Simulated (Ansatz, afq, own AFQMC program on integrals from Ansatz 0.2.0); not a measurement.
# H₂Br (doublet): AFQMC on the coupled-cluster ladder at distance Br1–H2 along a hydrogen transfer = 1.617 Å, cc-pVTZ

Aim: compute H₂Br (doublet) with auxiliary-field quantum Monte Carlo on the same integrals as coupled cluster, and set the energies side by side.

Method: cc-pVTZ, frozen cores; program: Ansatz 0.2.0, Gaussian basis, and an in-house AFQMC program (afq) on its integrals; all values are calculated.

Plan: PBE (unrestricted); r2SCAN (unrestricted); PBE0 (unrestricted); CCSD(T) on UHF; B3LYP (unrestricted); wB97M-V (unrestricted); B2PLYP (unrestricted); CCSDT(Q) on UHF; Phaseless AFQMC, CISD trial on UHF.

## Step 1: The system

The geometry derives from fragments relaxed apart (PBE0/def2-TZVP) and kept rigid, so it is no stationary point. A hydrogen atom is moved between rigid fragments. No spin-orbit coupling is included. The filled d shell of Br may be among the frozen orbitals whatever the setting's name suggests; the logs give the count.

3 atoms, charge 0, spin multiplicity 2.

Atoms are counted from 1 here; the program's logs count them from 0.

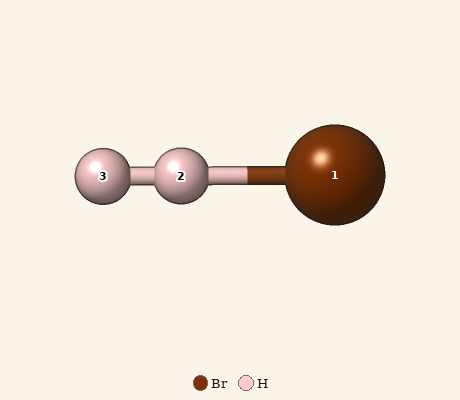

The structure; bromine brown, hydrogen pink; atoms are numbered from 1 in the order of the file.

## Step 2: PBE (unrestricted)

File in.yaml:

```yaml
crystal:
  periodic: [false, false, false]
  atoms:
    - {symbol: Br, position_ang: [0.000000, 0.000000, -1.352333]}
    - {symbol: H, position_ang: [0.000000, 0.000000, 0.264667]}
    - {symbol: H, position_ang: [0.000000, 0.000000, 1.087667]}
basis:
  gaussian: {orbitals: cc-pVTZ}
magnetization: {spin_polarized: true, initial_magnetization: 1}
hamiltonian: {xc: {name: PBE}}
output: {orbitals: {seedname: orbitals}}
```

The run is started by

```bash
$ ansatz run in.yaml --threads 1 --pin off --events-out ev --progress --plain --max-ram 8192MiB --backend cpu
```

The log of the run:

```text
Functional definition: PBE
  name "PBE"
  cite "Perdew, Burke & Ernzerhof, Phys. Rev. Lett. 77, 3865 (1996) doi:10.1103/PhysRevLett.77.3865"
  parent pbe
  parameter kappa = 0.804
  parameter beta = 0.06672455060314922
  exchange = pbe_x(kappa = kappa, mu = beta*pi^2/3)
  correlation = pbe_c(beta = beta)
494 factors; their error is unknown
mean field evaluation 1: about -70066.8575 eV, gradient 8.8e0 eV
mean field evaluation 2: about -70066.8098 eV, gradient 8.9e0 eV
mean field evaluation 4: about -70067.3353 eV, gradient 4.7e-1 eV
mean field evaluation 8: about -70067.3316 eV, gradient 1.5e-2 eV
mean field evaluation 16: about -70065.0438 eV, gradient 9.1e0 eV
mean field -70067.33157983 eV, -2574.9269422158 hartree, gradient 1.9e-5 eV, S^2 0.753938; 3 other end points of the search recorded, 0 dependent functions left out
reference -70067.33160854 eV, -2574.9269432707 hartree; 19, 18 occupied and 52, 53 virtual orbitals, 494 factors
Total energy: -70067.33160854 eV, -2574.9269432707 hartree
```

Run time: 1.9 s. Hardware: 1 thread of AMD EPYC 7R13 (Zen 3), shared host; peak memory 1.6 GiB.

From the report: ⟨S²⟩ of the determinant 0.754 (pure doublet: 0.75).

## Step 3: r2SCAN (unrestricted)

in.yaml, as its differences from that of step 2:

```diff
@@ -9,3 +9,2 @@
 magnetization: {spin_polarized: true, initial_magnetization: 1}
-hamiltonian: {xc: {name: PBE}}
-output: {orbitals: {seedname: orbitals}}
+hamiltonian: {xc: {name: r2SCAN}}
```

Launched as before.

The log of the run:

```text
Functional definition: r2SCAN
  name "r2SCAN"
  cite "Furness, Kaplan, Ning, Perdew & Sun, J. Phys. Chem. Lett. 11, 8208 (2020) doi:10.1021/acs.jpclett.0c02405"
  cite "Furness, Kaplan, Ning, Perdew & Sun, J. Phys. Chem. Lett. 11, 9248 (2020) doi:10.1021/acs.jpclett.0c03077"
  parent r2scan
  parameter k0 = 0.174
  parameter k1 = 0.065
  parameter a1 = 4.9479
  exchange = r2scan_x(k0 = k0, k1 = k1, a1 = a1)
  correlation = r2scan_c
494 factors; their error is unknown
mean field evaluation 1: about -70077.1863 eV, gradient 7.0e0 eV
mean field evaluation 2: about -70077.2853 eV, gradient 6.1e0 eV
mean field evaluation 4: about -70077.5244 eV, gradient 4.3e-1 eV
mean field evaluation 8: about -70077.5177 eV, gradient 1.6e-2 eV
mean field evaluation 16: about -70075.1574 eV, gradient 9.3e0 eV
mean field -70077.51767727 eV, -2575.3012743922 hartree, gradient 2.4e-5 eV, S^2 0.758079; 0 other end points of the search recorded, 0 dependent functions left out
reference -70077.51768608 eV, -2575.3012747158 hartree; 19, 18 occupied and 52, 53 virtual orbitals, 494 factors
Total energy: -70077.51768608 eV, -2575.3012747158 hartree
```

It took 2.1 s on 1 thread of AMD EPYC 7R13 (Zen 3), shared host; peak memory 1.6 GiB.

From the report: ⟨S²⟩ of the determinant 0.758 (pure doublet: 0.75).

## Step 4: PBE0 (unrestricted)

in.yaml, as its differences from that of step 3:

```diff
@@ -9,2 +9,3 @@
 magnetization: {spin_polarized: true, initial_magnetization: 1}
-hamiltonian: {xc: {name: r2SCAN}}
+hamiltonian: {xc: {name: PBE0}}
+output: {orbitals: {seedname: orbitals}}
```

The command is unchanged.

The log of the run:

```text
Functional definition: PBE0
  name "PBE0"
  cite "Adamo & Barone, J. Chem. Phys. 110, 6158 (1999) doi:10.1063/1.478522"
  cite "Perdew, Burke & Ernzerhof, Phys. Rev. Lett. 77, 3865 (1996) doi:10.1103/PhysRevLett.77.3865"
  parent pbe
  parameter a = 0.25
  parameter kappa = 0.804
  parameter beta = 0.06672455060314922
  exchange = (1 - a)*pbe_x(kappa = kappa, mu = beta*pi^2/3) + a*exact_x
  correlation = pbe_c(beta = beta)
533 factors; their error is unknown
mean field evaluation 1: about -70069.3650 eV, gradient 5.0e0 eV
mean field evaluation 2: about -70069.4859 eV, gradient 2.5e0 eV
mean field evaluation 4: about -70069.5253 eV, gradient 2.5e-1 eV
mean field evaluation 8: about -70069.7500 eV, gradient 1.7e-1 eV
mean field evaluation 16: about -70068.7471 eV, gradient 6.3e0 eV
mean field -70069.75006350 eV, -2575.0158198512 hartree, gradient 4.8e-5 eV, S^2 0.758126; 1 other end points of the search recorded, 0 dependent functions left out
reference -70069.75008513 eV, -2575.0158206461 hartree; 19, 18 occupied and 52, 53 virtual orbitals, 533 factors
Total energy: -70069.75008513 eV, -2575.0158206461 hartree
```

Run time: 1.3 s. Hardware: 1 thread of AMD EPYC 7R13 (Zen 3), shared host; peak memory 1.6 GiB.

From the report: ⟨S²⟩ of the determinant 0.758 (pure doublet: 0.75).

## Step 5: CCSD(T) on UHF

in.yaml, as its differences from that of step 4:

```diff
@@ -9,3 +9,2 @@
 magnetization: {spin_polarized: true, initial_magnetization: 1}
-hamiltonian: {xc: {name: PBE0}}
-output: {orbitals: {seedname: orbitals}}
+correlation: {method: ccsd_t, electrons: outside_noble_gas, hamiltonian_folder: ham}
```

The run is started by

```bash
$ ansatz run in.yaml --threads 1 --pin off --events-out ev --progress --plain --max-ram 24576MiB --backend cuda --devices 0, --max-vram 18GiB
```

The log of the run, shortened:

```text
Functional definition: HF
  name "HF"
  cite "Fock, Z. Phys. 61, 126 (1930) doi:10.1007/BF01340294"
  parent pbe
[...]
423 factors; integrals over basis functions are off by at most 1.2e-3 eV
[...]
mean field -70029.58563889 eV, -2573.5398044710 hartree, gradient 3.4e-6 eV, S^2 0.783137; 1 other end points of the search recorded, 0 dependent functions left out
determinant -70029.58563889 eV, -2573.5398044710 hartree, with singles and doubles -70035.23211409 eV, -2573.7473086074 hartree
determinant -70028.18570997 eV, -2573.4883580322 hartree, with singles and doubles -70033.78195577 eV, -2573.6940162720 hartree
14 core orbitals not correlated: weight in the atoms' cores, before any rotation towards them, 1.000 or more for the frozen orbitals, at most 0.000 for the correlated occupied ones
reference -70029.58563889 eV, -2573.5398044710 hartree; 5, 4 occupied and 52, 53 virtual orbitals, 423 factors
second order -4.91559151 eV of doubles, -0.00000000 eV of singles
cycle   1  -5.59647105 eV  change   -2.3e-1 eV  update   1.2e-2
[...]
cycle   7  -5.60392615 eV  change   -8.4e-6 eV  update   8.6e-6
perturbative correction -0.17748849 eV, -0.0065225818 hartree
Total energy: -70035.36705352 eV, -2573.7522675402 hartree
```

Run time: 6 s. Hardware: 1 × NVIDIA H100 80GB HBM3 with 1 thread of AMD EPYC 7R13 (Zen 3), shared host; peak host memory 1.6 GiB.

From the report: ⟨S²⟩ of the determinant 0.783 (pure doublet: 0.75); correlation -5.7814 eV; T1 0.012; largest double amplitude 0.06.

This run also writes the integrals to the folder ham.

## Step 6: B3LYP (unrestricted)

in.yaml, as its differences from that of step 5:

```diff
@@ -9,2 +9,2 @@
 magnetization: {spin_polarized: true, initial_magnetization: 1}
-correlation: {method: ccsd_t, electrons: outside_noble_gas, hamiltonian_folder: ham}
+hamiltonian: {xc: {name: B3LYP}}
```

The run is started by

```bash
$ ansatz run in.yaml --threads 1 --pin off --events-out ev --progress --plain --max-ram 8192MiB --backend cpu
```

The log of the run, shortened:

```text
Functional definition: B3LYP
  name "B3LYP"
  cite "Stephens, Devlin, Chabalowski & Frisch, J. Phys. Chem. 98, 11623 (1994) doi:10.1021/j100096a001"
  cite "Becke, Phys. Rev. A 38, 3098 (1988) doi:10.1103/PhysRevA.38.3098"
  cite "Lee, Yang & Parr, Phys. Rev. B 37, 785 (1988) doi:10.1103/PhysRevB.37.785"
  cite "Vosko, Wilk & Nusair, Can. J. Phys. 58, 1200 (1980) doi:10.1139/p80-159"
[...]
524 factors; their error is unknown
[...]
mean field -70078.92401566 eV, -2575.3529563747 hartree, gradient 1.8e-5 eV, S^2 0.756193; 1 other end points of the search recorded, 0 dependent functions left out
reference -70078.92420187 eV, -2575.3529632177 hartree; 19, 18 occupied and 52, 53 virtual orbitals, 524 factors
Total energy: -70078.92420187 eV, -2575.3529632177 hartree
```

Wall time 1.4 s (1 thread of AMD EPYC 7R13 (Zen 3), shared host); peak memory 1.6 GiB.

From the report: ⟨S²⟩ of the determinant 0.756 (pure doublet: 0.75).

## Step 7: wB97M-V (unrestricted)

in.yaml, as its differences from that of step 6:

```diff
@@ -9,2 +9,3 @@
 magnetization: {spin_polarized: true, initial_magnetization: 1}
-hamiltonian: {xc: {name: B3LYP}}
+hamiltonian: {xc: {name: wB97M-V}}
+output: {orbitals: {seedname: orbitals}}
```

Launched as before.

The log of the run, shortened:

```text
Functional definition: wB97M-V
  name "wB97M-V"
  cite "Mardirossian & Head-Gordon, J. Chem. Phys. 144, 214110 (2016) doi:10.1063/1.4952647"
  cite "Becke, J. Chem. Phys. 107, 8554 (1997) doi:10.1063/1.475007"
  cite "Vydrov & Van Voorhis, J. Chem. Phys. 133, 244103 (2010) doi:10.1063/1.3521275"
  # Of w^i u^j: cxij and so on, Table III.
[...]
  gx(w, u) = 1 - cx + cx01*u + cx10*w
  gss(w, u) = css00 + css04*u^4 + css10*w + css20*w^2 + css43*w^4*u^3
  gos(w, u) = cos00 + cos10*w + (cos20 + cos21*u)*w^2 + (cos60 + cos61*u)*w^6
[...]
      + integral(e_c_pw_mod_opposite_spin*gos(b97_w_opposite, b97_u_opposite)) + vv10(b, c)
516 factors; their error is unknown
93 factors; integrals over basis functions are off by at most 4.6e-5 eV
[...]
mean field -70073.59071789 eV, -2575.1569612967 hartree, gradient 1.9e-5 eV, S^2 0.756506; 1 other end points of the search recorded, 0 dependent functions left out
reference -70073.59074671 eV, -2575.1569623557 hartree; 19, 18 occupied and 52, 53 virtual orbitals, 516 factors
Total energy: -70073.59074671 eV, -2575.1569623557 hartree
```

Wall time 4.2 s (1 thread of AMD EPYC 7R13 (Zen 3), shared host); peak memory 1.6 GiB.

From the report: ⟨S²⟩ of the determinant 0.757 (pure doublet: 0.75).

## Step 8: B2PLYP (unrestricted)

in.yaml, as its differences from that of step 7:

```diff
@@ -9,3 +9,3 @@
 magnetization: {spin_polarized: true, initial_magnetization: 1}
-hamiltonian: {xc: {name: wB97M-V}}
-output: {orbitals: {seedname: orbitals}}
+hamiltonian: {xc: {name: B2PLYP}}
+correlation: {electrons: outside_noble_gas}
```

The command is unchanged.

The log of the run, shortened:

```text
Functional definition: B2PLYP
  name "B2PLYP"
  cite "Grimme, J. Chem. Phys. 124, 034108 (2006) doi:10.1063/1.2148954"
  cite "Becke, Phys. Rev. A 38, 3098 (1988) doi:10.1103/PhysRevA.38.3098"
  cite "Lee, Yang & Parr, Phys. Rev. B 37, 785 (1988) doi:10.1103/PhysRevB.37.785"
[...]
423 factors; integrals over basis functions are off by at most 1.2e-3 eV
[...]
mean field -70064.79580463 eV, -2574.8337541958 hartree, gradient 4.5e-6 eV, S^2 0.764555; 2 other end points of the search recorded, 0 dependent functions left out
14 core orbitals not correlated: weight in the atoms' cores, before any rotation towards them, 1.000 or more for the frozen orbitals, at most 0.000 for the correlated occupied ones
reference -70064.79592326 eV, -2574.8337585553 hartree; 5, 4 occupied and 52, 53 virtual orbitals, 423 factors
second order -5.99667659 eV of doubles, -0.00000000 eV of singles
Total energy: -70066.41502594 eV, -2574.8932594813 hartree
```

Run time: 2.1 s. Hardware: 1 thread of AMD EPYC 7R13 (Zen 3), shared host; peak memory 1.6 GiB.

From the report: ⟨S²⟩ of the determinant 0.765 (pure doublet: 0.75).

## Step 9: CCSDT(Q) on UHF

in.yaml, as its differences from that of step 8:

```diff
@@ -9,3 +9,2 @@
 magnetization: {spin_polarized: true, initial_magnetization: 1}
-hamiltonian: {xc: {name: B2PLYP}}
-correlation: {electrons: outside_noble_gas}
+correlation: {method: ccsdt_q, electrons: outside_noble_gas}
```

The run is started by

```bash
$ ansatz run in.yaml --threads 1 --pin off --events-out ev --progress --plain --max-ram 24576MiB --backend cuda --devices 0, --max-vram 18GiB
```

The log of the run, shortened:

```text
Functional definition: HF
  name "HF"
  cite "Fock, Z. Phys. 61, 126 (1930) doi:10.1007/BF01340294"
  parent pbe
[...]
749 factors; integrals over basis functions are off by at most 2.1e-7 eV
[...]
mean field -70029.58565675 eV, -2573.5398051277 hartree, gradient 5.0e-6 eV, S^2 0.783137; 1 other end points of the search recorded, 0 dependent functions left out
determinant -70029.58565675 eV, -2573.5398051277 hartree, with singles and doubles -70035.23215060 eV, -2573.7473099493 hartree
determinant -70028.18573490 eV, -2573.4883589485 hartree, with singles and doubles -70033.78200481 eV, -2573.6940180745 hartree
14 core orbitals not correlated: weight in the atoms' cores, before any rotation towards them, 1.000 or more for the frozen orbitals, at most 0.000 for the correlated occupied ones
reference -70029.58565675 eV, -2573.5398051277 hartree; 5, 4 occupied and 52, 53 virtual orbitals, 749 factors
second order -4.91561685 eV of doubles, -0.00000000 eV of singles
cycle   1  -5.40969069 eV  change   -4.9e-1 eV  update   6.0e-2
[...]
cycle  14  -5.79947308 eV  change    2.0e-7 eV  update   3.0e-7
perturbative correction -0.00587980 eV, -0.0002160788 hartree
Total energy: -70035.39100963 eV, -2573.7531479110 hartree
```

Run time: 11 s. Hardware: 1 × NVIDIA H100 80GB HBM3 with 1 thread of AMD EPYC 7R13 (Zen 3), shared host; peak host memory 1.6 GiB.

From the report: ⟨S²⟩ of the determinant 0.783 (pure doublet: 0.75); correlation -5.8054 eV; T1 0.013; largest double amplitude 0.07.

## Step 10: Phaseless AFQMC, CISD trial on UHF

It reads the integrals that the CCSD(T) run on this determinant wrote.

The run is started by

```bash
$ afq ham --method phaseless --trial cisd --walkers 4000 --populations 20 --least-time 60 --time-step 0.005 --steps-per-block 50 --equilibration-blocks 28 --max-blocks 4000 --target-error 0.00018 --factor-cut 1e-05 --start spin_pure --seed 74 --release-times 0.24,0.51,0.99,1.62,2.4 --release-step 0.03 --release-every 3 --taylor-order 6
```

The log of the run:

```text
orbitals 57  electrons 5 4  factors 362 of 423
reference energy -2573.53980447 Eh
CCSD correlation -0.20594057 Eh in 10 cycles, weight of the determinant in the CISD state 0.9111
energy of the start -2573.744774 Eh
 block  time / (1/Eh)  mean weight  energy / Eh
     1     0.250  0.9999  -2573.743972
     2     0.500  0.9997  -2573.746295
     3     0.750  1.0001  -2573.748289
     4     1.000  0.9997  -2573.749749
     5     1.250  1.0001  -2573.750892
     6     1.500  1.0002  -2573.751251
     7     1.750  1.0000  -2573.751486
     8     2.000  1.0001  -2573.751780
     9     2.250  1.0000  -2573.752631
    10     2.500  0.9999  -2573.752905
    11     2.750  0.9996  -2573.753017
    12     3.000  1.0000  -2573.752962
    13     3.250  0.9998  -2573.752831
    14     3.500  1.0001  -2573.752962
    15     3.750  1.0001  -2573.752768
    16     4.000  0.9998  -2573.753129
    17     4.250  0.9999  -2573.753292
    18     4.500  1.0001  -2573.752453
    19     4.750  0.9999  -2573.752258
    20     5.000  1.0003  -2573.752337
    21     5.250  0.9998  -2573.752404
    22     5.500  0.9997  -2573.752737
    23     5.750  1.0001  -2573.752907
    24     6.000  1.0003  -2573.752845
    25     6.250  1.0000  -2573.753065
    26     6.500  1.0001  -2573.753044
    27     6.750  1.0000  -2573.752972
    28     7.000  0.9999  -2573.753049
    29     7.250  1.0002  -2573.753038
    30     7.500  1.0001  -2573.753425
    31     7.750  1.0000  -2573.748375
    32     8.000  1.0001  -2573.752830
    33     8.250  1.0001  -2573.752798
    34     8.500  0.9999  -2573.752707
    35     8.750  1.0000  -2573.752727
    36     9.000  1.0000  -2573.752994
    37     9.250  1.0001  -2573.752931
    38     9.500  1.0002  -2573.752970
    39     9.750  0.9997  -2573.752966
    40    10.000  0.9998  -2573.753210
    41    10.250  1.0001  -2573.753094
    42    10.500  1.0000  -2573.752927
    43    10.750  1.0000  -2573.753157
    44    11.000  0.9997  -2573.752907
    45    11.250  1.0002  -2573.752862
    46    11.500  1.0002  -2573.752926
    47    11.750  0.9999  -2573.753066
    48    12.000  0.9999  -2573.752843
    49    12.250  0.9999  -2573.752798
    50    12.500  1.0002  -2573.752903
    51    12.750  1.0002  -2573.752321
    52    13.000  1.0002  -2573.752758
    53    13.250  0.9996  -2573.752955
    54    13.500  0.9999  -2573.753017
    55    13.750  0.9998  -2573.753093
    56    14.000  0.9998  -2573.753545
    57    14.250  0.9999  -2573.753468
    58    14.500  1.0001  -2573.753111
    59    14.750  0.9999  -2573.752611
    60    15.000  0.9998  -2573.752895
    61    15.250  0.9999  -2573.752745
    62    15.500  0.9998  -2573.752556
    63    15.750  0.9998  -2573.752727
    64    16.000  0.9997  -2573.753008
    65    16.250  0.9997  -2573.752985
    66    16.500  0.9996  -2573.753005
    67    16.750  0.9999  -2573.753103
    68    17.000  0.9998  -2573.752573
    69    17.250  1.0001  -2573.752576
    70    17.500  1.0000  -2573.752433
    71    17.750  0.9998  -2573.752487
    72    18.000  0.9999  -2573.752574
    73    18.250  0.9998  -2573.752789
    74    18.500  1.0000  -2573.752828
    75    18.750  0.9999  -2573.753027
    76    19.000  1.0003  -2573.752868
    77    19.250  1.0001  -2573.752817
    78    19.500  1.0001  -2573.752857
error from the spread of 20 populations
released: time / (1/Eh)  energy / Eh  error  mean overlap
  0.24  -2573.753011  0.000071  0.9996
  0.51  -2573.753097  0.000062  0.9963
  0.99  -2573.753166  0.000065  0.9935
  1.62  -2573.753122  0.000073  0.9879
  2.40  -2573.753273  0.000098  0.9797
energy -2573.752804 +/- 0.000136 Eh
```

Wall time 77 s (1 × NVIDIA H100 80GB HBM3 with 2 threads of AMD EPYC 7R13 (Zen 3), shared host); peak host memory 1.6 GiB.

Energy -70035.3816 ± 0.0037 eV. Caveats: constraint bias not in the error.

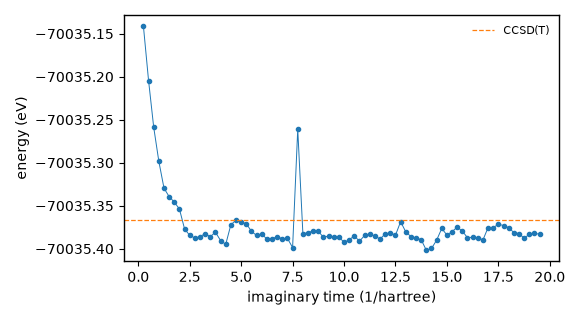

Block energies along the walk.

## Step 11: AFQMC on the ladder

On the UHF determinant, counted from CCSDT(Q) (a yardstick, not exact):

| level | energy (eV) | from CCSDT(Q) (meV) | statistical error (meV) | time |
| --- | --- | --- | --- | --- |
| HF | -70029.5856 | +5805.4 |  |  |
| MP2 | -70034.5012 | +889.8 |  |  |
| CCSD | -70035.1896 | +201.4 |  |  |
| CCSD(T) | -70035.3671 | +24.0 |  |  |
| CCSDT(Q) | -70035.3910 | 0.0 |  |  |
| Phaseless AFQMC, CISD trial, step 0.005, 4000 walkers | -70035.3816 | +9.4 | 3.7 | 77 s |

The functionals' totals stand on their own zeros and serve differences with other points: PBE -70067.332 eV; r2SCAN -70077.518 eV; PBE0 -70069.750 eV; B3LYP -70078.924 eV; wB97M-V -70073.591 eV; B2PLYP -70066.415 eV.

## Step 12: Results

| quantity | value |
| --- | --- |
| CCSD(T) on UHF from CCSDT(Q) | +24.0 meV |
| Phaseless AFQMC, CISD trial on UHF from CCSDT(Q) | +9.4 ± 3.7 meV |

On UHF the phaseless walk with the CISD trial lies +9.4 meV from CCSDT(Q), within three error bars. Error bars are statistical and leave out the constraint, the time step and what remains of the start.
